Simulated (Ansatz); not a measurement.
# MP2/def2-SVP run of Si2H4ClF (SMILES F[SiH]([SiH3])Cl)

Aim: the vertical singlet–triplet gap of Si2H4ClF at MP2/def2-SVP, from 2 runs. 

The calculation is run with Ansatz 0.2.0.

68 further runs of the same task are left out: 68 set aside as unsound or not needed. Runs told in other sessions of the task aren't counted.

### 1 The system as given

Si2H4ClF has 8 atoms, charge 0, and is taken as a singlet. As SMILES, `F[SiH]([SiH3])Cl`. The coordinates come from a PBE0-D4/def2-TZVP relaxation.

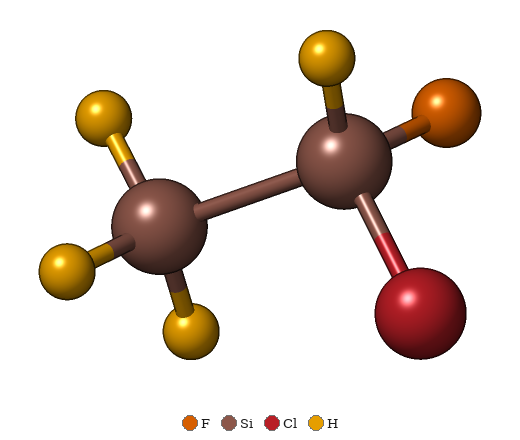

Viewed from a chosen angle; fluorine orange, silicon brown, chlorine red, hydrogen amber.

### 2 The energy at MP2/def2-SVP

Input file input.yaml:

```yaml
basis:
  gaussian:
    orbitals: def2-SVP
crystal:
  periodic: [false, false, false]
  atoms:
    - symbol: F
      position_ang: [-1.329000, 1.796800, 0.161200]
    - symbol: Si
      position_ang: [-0.382900, 0.812800, -0.667700]
    - symbol: Si
      position_ang: [0.539000, -0.793000, 0.761300]
    - symbol: Cl
      position_ang: [-1.534100, -0.130100, -2.075900]
    - symbol: H
      position_ang: [0.596600, 1.655400, -1.392300]
    - symbol: H
      position_ang: [1.355700, -0.131100, 1.812300]
    - symbol: H
      position_ang: [1.403500, -1.693800, -0.044400]
    - symbol: H
      position_ang: [-0.556600, -1.574100, 1.389600]
magnetization:
  spin_polarized: false
  initial_magnetization: 0
correlation:
  method: mp2
  frozen_orbitals: {Cl: 5, F: 1, H: 0, Si: 5}
accuracy: high
```

Started as:

```console
$ ansatz run input.yaml --threads 1 --pin off --max-ram 3480MiB --events-out events.jsonl --progress --plain --runs-dir runs
```

The program printed:

```text
Warning: RAYON_NUM_THREADS=1 ignored (pool sized by the plan → 1); use --threads N
Functional definition: HF
  name "HF"
  exchange = exact_x
  correlation = 0
1801 factors; integrals over basis functions are off by at most 5.2e-9 eV
mean field evaluation 1: about -30986.9355 eV, gradient 2.7e1 eV
mean field evaluation 2: about -30986.9998 eV, gradient 2.8e1 eV
mean field evaluation 4: about -30988.9990 eV, gradient 2.5e0 eV
mean field evaluation 8: about -30989.0320 eV, gradient 1.3e-1 eV
mean field evaluation 16: about -30989.0321 eV, gradient 8.6e-9 eV
mean field -30989.03213763 eV, -1138.8259259375 hartree, gradient 8.6e-9 eV, S^2 0.000000; 0 other end points of the search recorded, 0 dependent functions left out
16 core orbitals not correlated: weight in the atoms' cores, before any rotation towards them, 1.000 or more for the frozen orbitals, at most 0.000 for the correlated occupied ones
reference -30989.03213763 eV, -1138.8259259375 hartree; 13, 13 occupied and 59, 59 virtual orbitals, 1801 factors
second order -13.94125694 eV of doubles, -0.00000000 eV of singles
Total energy: -31002.97339457 eV, -1139.3382576803 hartree
```

It took 3.6 s on 1 thread of Intel Xeon Platinum 8259CL at 2.50GHz (Skylake/Cascade Lake), shared host; peak memory 0.26 GiB.

### 3 The triplet

input.yaml, as its differences from that of step 2:

```diff
@@ -1,4 +1 @@
-basis:
-  gaussian:
-    orbitals: def2-SVP
 crystal:
@@ -22,5 +19,8 @@
       position_ang: [-0.556600, -1.574100, 1.389600]
+basis:
+  gaussian:
+    orbitals: def2-SVP
 magnetization:
-  spin_polarized: false
-  initial_magnetization: 0
+  spin_polarized: true
+  initial_magnetization: 2
 correlation:
```

Started as:

```console
$ ansatz run input.yaml --threads 1 --pin off --max-ram 3480MiB --events-out events.jsonl --progress --plain --runs-dir runs
```

The program printed:

```text
Warning: RAYON_NUM_THREADS=1 ignored (pool sized by the plan → 1); use --threads N
[... 4 set-up lines as earlier in the session ...]
1801 factors; integrals over basis functions are off by at most 5.2e-9 eV
mean field evaluation 1: about -30979.4957 eV, gradient 2.0e1 eV
mean field evaluation 2: about -30979.5962 eV, gradient 2.1e1 eV
mean field evaluation 4: about -30982.2703 eV, gradient 2.9e0 eV
mean field evaluation 8: about -30982.5431 eV, gradient 4.1e-1 eV
mean field evaluation 16: about -30982.5565 eV, gradient 3.0e-5 eV
mean field evaluation 32: about -30981.7509 eV, gradient 3.8e0 eV
mean field -30982.55648511 eV, -1138.5879500966 hartree, gradient 2.3e-8 eV, S^2 2.009122; 7 other end points of the search recorded, 0 dependent functions left out
16 core orbitals not correlated: weight in the atoms' cores, before any rotation towards them, 1.000 or more for the frozen orbitals, at most 0.000 for the correlated occupied ones
reference -30982.55648511 eV, -1138.5879500966 hartree; 14, 12 occupied and 58, 60 virtual orbitals, 1801 factors
second order -13.84945696 eV of doubles, -0.00000000 eV of singles
Total energy: -30996.40594206 eV, -1139.0969082523 hartree
```

Run time: 12 s. Hardware: 1 thread of Intel Xeon Platinum 8259CL at 2.50GHz (Skylake/Cascade Lake), shared host; peak memory 0.38 GiB.

### 4 Results

At MP2/def2-SVP, 16 core orbitals frozen:

| quantity | value |
| --- | --- |
| singlet: total energy | -1139.33826 Eh |
| singlet: correlation energy (16 core orbitals frozen) | -512.3 mEh |
| triplet: total energy | -1139.09691 Eh |
| triplet: correlation energy (16 core orbitals frozen) | -509.0 mEh |
| triplet: ⟨S²⟩ of the reference determinant | 2.009 |
| vertical energy of the triplet above the singlet | 6.567 eV |

In words: At this shape the triplet lies 6.57 eV (151 kcal/mol) above the singlet.
